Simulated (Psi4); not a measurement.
**BHLYP/def2-SVP run of C2H3ClSi (SMILES ClC1=C[SiH2]1)**

Aim: the energy change on altering one bond length of C2H3ClSi at BHLYP/def2-SVP, from 2 runs. 

The calculation is run with Psi4 1.11.

1 further run of the same task is left out (set aside as unsound or not needed).

**1. Starting point**

C2H3ClSi: 7 atoms, total charge 0, spin state singlet. As SMILES, `ClC1=C[SiH2]1`. The shape is that of a PBE0-D4/def2-TZVP optimisation.

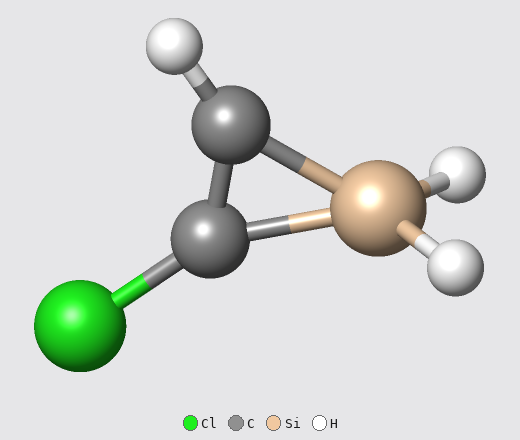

Viewed from a chosen angle; chlorine green, carbon grey, silicon light orange, hydrogen white.

**2. The energy at BHLYP/def2-SVP**

c2h3clsi.inp

```
memory 2200 mb

molecule mol {
  Cl    -2.20946778    -4.33370892     0.77762230
  C     -0.67652195    -1.54938645     0.30840330
  C      1.58132282    -0.62360962     0.88193518
  Si    -0.35130009     1.64708529    -0.82940080
  H      3.26450188    -1.27329746     1.84361681
  H     -1.58321255     3.80080615     0.47016386
  H      0.09032891     2.20379861    -3.53870114
  units au
  symmetry c1
}

set basis def2-SVP
set puream true
set e_convergence 1e-09
set d_convergence 1e-08
set scf_type pk
set dft_radial_points 99
set dft_spherical_points 590

e, wfn = energy('bhhlyp', return_wfn=True)
oeprop(wfn, 'MAYER_INDICES', 'DIPOLE', 'LOWDIN_CHARGES', title='BHHLYP')
```

Launch:

```console
$ psi4 c2h3clsi.inp c2h3clsi.out -n 1
```

c2h3clsi.out, shortened:

```text
[...]
  Running in c1 symmetry.
[...]
  Nuclear repulsion =  179.922318783884947
[...]
  Multiplicity = 1
[...]
  Nalpha       = 23
  Nbeta        = 23
[...]
    Number of basis functions: 79
[...]
   @RKS iter   1:  -827.13222065779769   -3.51277e-02   6.46897e-03 DIIS/ADIIS
[...]
   @RKS iter  12:  -827.28136090140754   -1.02318e-12   2.73290e-09 DIIS
[...]
    Orbital Energies [Eh]
    ---------------------
    Doubly Occupied:
       1A   -102.775416     2A    -67.153494     3A    -10.649604
       4A    -10.608951     5A     -9.889956     6A     -7.547762
       7A     -7.540401     8A     -7.539674     9A     -5.630813
      10A     -3.898526    11A     -3.898171    12A     -3.896646
      13A     -0.991328    14A     -0.893611    15A     -0.628926
      16A     -0.592994    17A     -0.539247    18A     -0.456463
      19A     -0.450787    20A     -0.410342    21A     -0.362531
      22A     -0.323987    23A     -0.320573
[...]
  @RKS Final Energy:  -827.28136090140754
   => Energetics <=
    Nuclear Repulsion Energy =            179.9223187838849469
    One-Electron Energy =               -1497.9211540527048783
    Two-Electron Energy =                 522.1354513422910486
    DFT Exchange-Correlation Energy =     -31.4179769748787017
    Empirical Dispersion Energy =           0.0000000000000000
    VV10 Nonlocal Energy =                  0.0000000000000000
    Total Energy =                       -827.2813609014075382
[...]
 Multipole Moments:
 ------------------------------------------------------------------------------------
     Multipole            Electronic (a.u.)      Nuclear  (a.u.)        Total (a.u.)
 ------------------------------------------------------------------------------------
 L = 1.  Multiply by 2.5417464519 to convert [e a0] to [Debye]
 Dipole X            :         -2.5148856            2.7853499            0.2704643
 Dipole Y            :         -5.4636774            5.8962282            0.4325508
 Dipole Z            :          1.1268307           -1.1862244           -0.0593937
 Magnitude           :                                                    0.5135940
[...]
```

Run time: 14 s. Hardware: 1 thread of Intel Xeon Platinum 8259CL at 2.50GHz (Skylake/Cascade Lake), shared host; peak memory 1 GiB.

**3. The distorted shape at the same level**

job.json

```json
{
 "schema_name": "qcschema_input",
 "schema_version": 1,
 "molecule": {
  "schema_name": "qcschema_molecule",
  "schema_version": 2,
  "symbols": ["Cl", "C", "C", "Si", "H", "H", "H"],
  "geometry": [-3.55595812, -3.81397944, 0.00830724, -2.02301229, -1.02965696, -0.46091176, 0.23483249, -0.10388013, 0.11262012, -1.69779042, 2.16681478, -1.59871586, 3.26450188, -1.27329746, 1.84361681, -2.92970288, 4.32053564, -0.2991512, -1.25616143, 2.72352809, -4.30801621],
  "molecular_charge": 0,
  "molecular_multiplicity": 1,
  "fix_symmetry": "c1",
  "fix_com": true,
  "fix_orientation": true
 },
 "driver": "energy",
 "model": {
  "method": "bhhlyp",
  "basis": "def2-SVP"
 },
 "keywords": {
  "reference": "rks",
  "puream": true,
  "e_convergence": 1e-09,
  "d_convergence": 1e-08,
  "scf_type": "pk",
  "dft_radial_points": 99,
  "dft_spherical_points": 590
 }
}
```

Launch:

```console
$ psi4 --qcschema job.json -n 1 --memory 2200MB
```

stdout, shortened:

```text
[...]
  Running in c1 symmetry.
[...]
  Nuclear repulsion =  177.189739082396272
[...]
  Multiplicity = 1
[...]
  Nalpha       = 23
  Nbeta        = 23
[...]
    Number of basis functions: 79
[...]
   @RKS iter   1:  -826.94168620030291   -7.83759e-02   6.92553e-03 ADIIS/DIIS
[...]
   @RKS iter  12:  -827.14285255323182   -1.20508e-11   7.78187e-09 DIIS
[...]
    Orbital Energies [Eh]
    ---------------------
    Doubly Occupied:
       1A   -102.783897     2A    -67.169942     3A    -10.659840
       4A    -10.650771     5A     -9.898265     6A     -7.556230
       7A     -7.548527     8A     -7.547947     9A     -5.647007
      10A     -3.915054    11A     -3.914116    12A     -3.912454
      13A     -0.999313    14A     -0.901118    15A     -0.604596
      16A     -0.577626    17A     -0.484176    18A     -0.465235
      19A     -0.430624    20A     -0.418683    21A     -0.366221
      22A     -0.326783    23A     -0.307667
[...]
  @RKS Final Energy:  -827.14285255323182
   => Energetics <=
    Nuclear Repulsion Energy =            177.1897390823962724
    One-Electron Energy =               -1492.0698140425477050
    Two-Electron Energy =                 519.0651358239924775
    DFT Exchange-Correlation Energy =     -31.3279134170728426
    Empirical Dispersion Energy =           0.0000000000000000
    VV10 Nonlocal Energy =                  0.0000000000000000
    Total Energy =                       -827.1428525532318190
[...]
 Multipole Moments:
 ------------------------------------------------------------------------------------
     Multipole            Electronic (a.u.)      Nuclear  (a.u.)        Total (a.u.)
 ------------------------------------------------------------------------------------
 L = 1.  Multiply by 2.5417464519 to convert [e a0] to [Debye]
 Dipole X            :         95.7562752          -95.8707952           -0.1145199
 Dipole Y            :         36.0672915          -35.5326998            0.5345917
 Dipole Z            :         26.8333432          -27.0940994           -0.2607562
 Magnitude           :                                                    0.6057201
[...]
```

The result, in JSON:

```text
{
 "driver": "energy",
 "model": {
  "method": "bhhlyp",
  "basis": "def2-SVP"
 },
 "success": true,
 "return_result": -827.1428525532318,
 "properties": {
  "calcinfo_nbasis": 79,
  "calcinfo_nmo": 79,
  "calcinfo_nalpha": 23,
  "calcinfo_nbeta": 23,
  "calcinfo_natom": 7,
  "nuclear_repulsion_energy": 177.18973908239627,
  "return_energy": -827.1428525532318,
  "scf_one_electron_energy": -1492.0698140425477,
  "scf_two_electron_energy": 519.0651358239925,
  "scf_xc_energy": -31.327913417072843,
  "scf_dipole_moment": [-0.11451990417506863, 0.5345916961840231, -0.2607562187502772],
  "scf_total_energy": -827.1428525532318,
  "scf_iterations": 12
 }
}
```

Run time: 13 s. Hardware: 1 thread of Intel Xeon Platinum 8259CL at 2.50GHz (Skylake/Cascade Lake), shared host; peak memory 0.99 GiB.

**4. Results**

Level: BHLYP/def2-SVP.

```
                                                         quantity          value
                                        first shape: total energy  -827.28136 Eh
                                       first shape: dipole moment         1.31 D
                                         first shape: HOMO energy       -8.72 eV
                                         first shape: LUMO energy        0.92 eV
                                       first shape: HOMO–LUMO gap        9.64 eV
                                    distorted shape: total energy  -827.14285 Eh
                                   distorted shape: dipole moment         1.54 D
                                     distorted shape: HOMO energy       -8.37 eV
                                     distorted shape: LUMO energy       -1.55 eV
                                   distorted shape: HOMO–LUMO gap        6.82 eV
energy change with the C3–H5 bond stretched from 1.082 to 1.947 Å       3.769 eV
```

With the C3–H5 bond stretched from 1.082 to 1.947 Å the energy rises by 3.77 eV (87 kcal/mol). The first shape isn't relaxed at this level, so the change isn't measured from a minimum. A restricted reference can't describe the breaking bond well at this length.
